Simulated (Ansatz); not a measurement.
## Electronic structure of F$_{2}$H$_{4}$N$_{2}$Si in real space

| atom | x (Å) | y (Å) | z (Å) |
| --- | --- | --- | --- |
| Si | 0.0340 | 0.0569 | -0.1177 |
| F | 0.0200 | -0.2489 | 1.4902 |
| N | 1.6912 | 0.1325 | -0.5370 |
| H | 2.3794 | -0.4393 | -0.0430 |
| H | 1.9778 | 0.3330 | -1.4970 |
| N | -0.7615 | 1.4772 | -0.6449 |
| H | -1.7744 | 1.4851 | -0.7814 |
| H | -0.4006 | 2.4001 | -0.3963 |
| F | -0.8378 | -1.1731 | -0.7552 |

Theory: RKS BLYP-D4/def2-SVP in Ansatz.

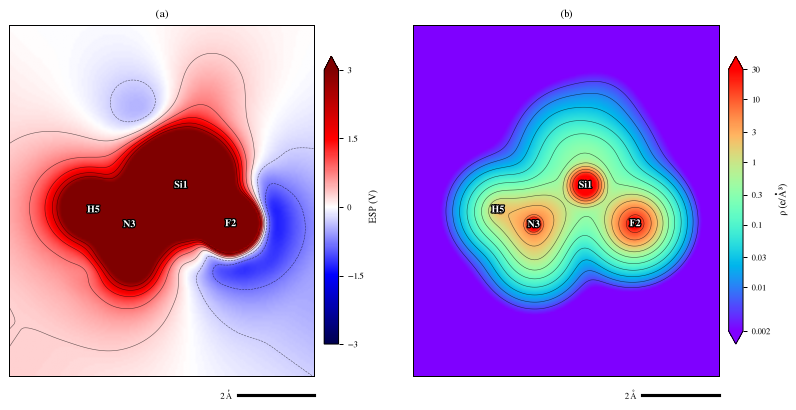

Figure 1. (a) molecular electrostatic potential; (b) total electron density on the plane of atoms Si1, N3 and H5.

> Describe what can be read from this map.

The plane passes through Si, F, N and H nuclei. Si–F (1.64 Å): the density is about 0.99 e/Å³ at the midpoint. Si–N (1.71 Å): ρ at the midpoint is about 1.1 e/Å³. N–H (1.02 Å): ρ is about 2.7 e/Å³ halfway. Outside the dense part of the molecule the potential is most negative (−1.3 V) near F2.

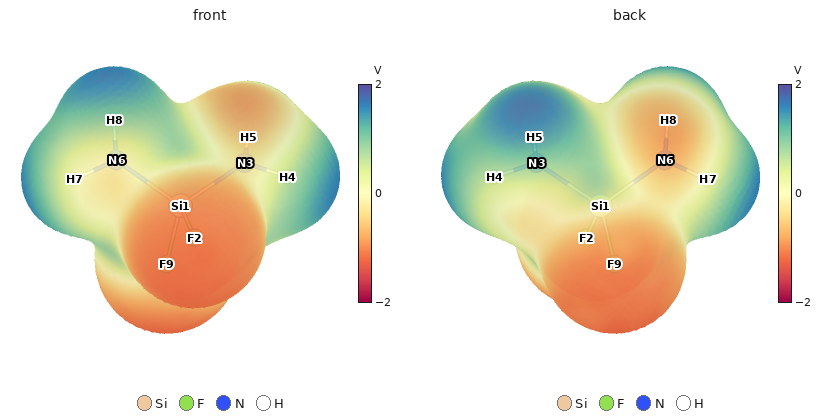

Figure 2. The molecular electrostatic potential painted on the density surface at 0.002 e/bohr³, seen from the front and from behind; red is negative and blue positive.

> Describe the electrostatic potential map.

The most negative region (about −1.2 V) lies over F2 and F9, the most positive (about +1.7 V) over H4, H5 and H8.

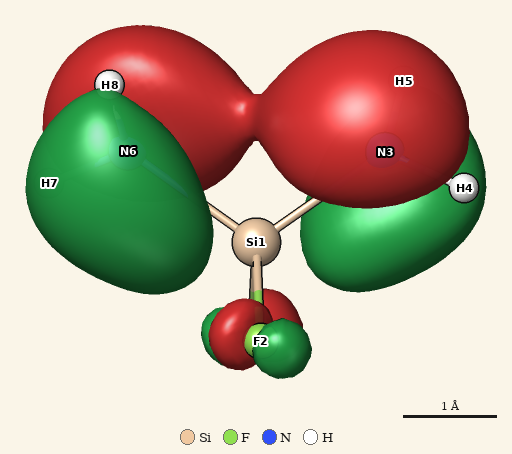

Figure 3. The HOMO at ±0.1 Å⁻³ᐟ² (green and red are the two phases), seen across its widest extent.

> Describe this orbital and give its energy.

By Hirshfeld shares it lies mainly on N3 (about 40 %) and N6 (about 40 %); largely a combination of lone pairs on N3 and N6. Its energy is −6.02 eV.
